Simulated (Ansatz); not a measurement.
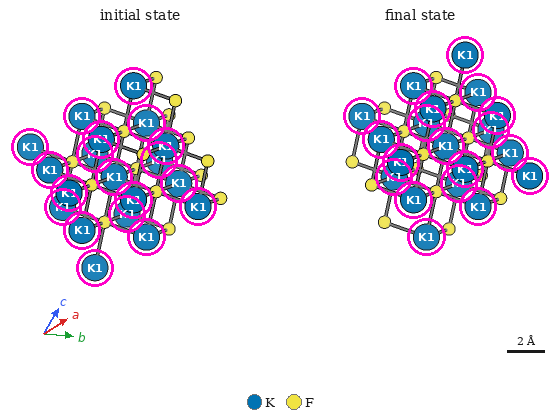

The two relaxed end points of a path for a 2-atom cell of KF (set up in Fm-3m). The picture is a ball-and-stick view of the atoms within 5.5 Å of the middle of the path, seen from a free direction. The moving atom is ringed, with any periodic copies. Bonds to atoms that aren't drawn are left out.

Computed with Ansatz, DFT, PBE, all-electron LAPW, scalar-relativistic.

Input
```yaml
crystal:
  lattice:
    - [0.0, 2.67185, 2.67185]
    - [2.67185, 0.0, 2.67185]
    - [2.67185, 2.67185, 0.0]
  atoms:
    - { symbol: K, position: [0.0, 0.0, 0.0] }
    - { symbol: F, position: [0.5, 0.5, 0.5] }
kpoints:
  mp_grid: { grid: [7, 7, 7] }
scf:
  occupations: { method: fermi_dirac, width: 0.02 }
hamiltonian:
  xc: pbe
  pseudopotentials: { kind: all_electron, lapw: { basis_error: 0.001 } }
output:
  forces: true
neb:
  images: 3
  f_tol: 0.05
  max_iterations: 40
  relax_end_points: true
  final_atoms:
    - { symbol: K, position: [1.0, 0.0, 0.0] }
    - { symbol: F, position: [0.5, 0.5, 0.5] }
```

Run as
```bash
ansatz run input.yaml --threads 4 --pin off --max-ram 4096MiB --backend cpu --events-out ev --progress --plain --runs-dir out
```

What barrier does the band find between them, and by what path?

The barrier is about 1.08 eV in both directions, with image 1 at the top; the ends have the same energy. The K atom travels furthest, 3.78 Å from end to end, along +a, on a path that bends up to 0.66 Å away from the straight line. At the highest image its nearest neighbour (F) is 2.18 Å away, against 2.67 Å at the start, and the surrounding atoms stand up to 0.47 Å off the mean of their end positions. The band converged in 12 iterations. The largest component of the band force went from 1e-13 to 0.039 eV/Å. The climbing image converged on the top of the path. Its curvatures weren't checked.

Energies of the converged images:

```json
{"image": "0", "path (Å)": "0.00", "E (eV)": "0.000"}
{"image": "1", "path (Å)": "1.08", "E (eV)": "1.077"}
{"image": "2", "path (Å)": "1.82", "E (eV)": "0.895"}
{"image": "3", "path (Å)": "2.54", "E (eV)": "0.751"}
{"image": "4", "path (Å)": "3.27", "E (eV)": "0.000"}
```

The geometry at the top of the path:

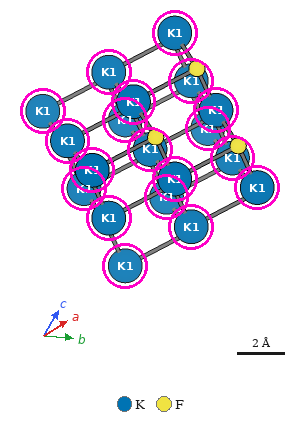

Cost: 26 min on 4 threads of Arm Neoverse V1 (shared host), peak memory 3.2 GiB.
